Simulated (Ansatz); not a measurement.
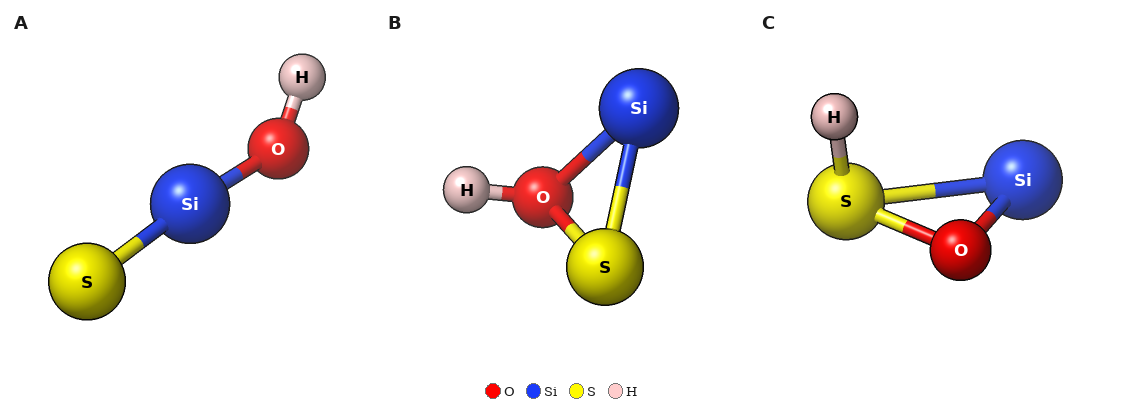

3 stationary structures of one formula. The species has charge +1 and is a spin singlet. Geometries: PBE0-D4/def2-TZVP. Electronic energies: RHF-CCSD(T) (frozen core)/def2-TZVPP (Ansatz 0.2.0), without zero-point energy. No frequency run is at hand to confirm each as a minimum.

> Which is lowest in energy, and by how much?

A is lowest; C lies 22.5 kcal/mol above it (C1), B lies 31.2 kcal/mol above it (C1).
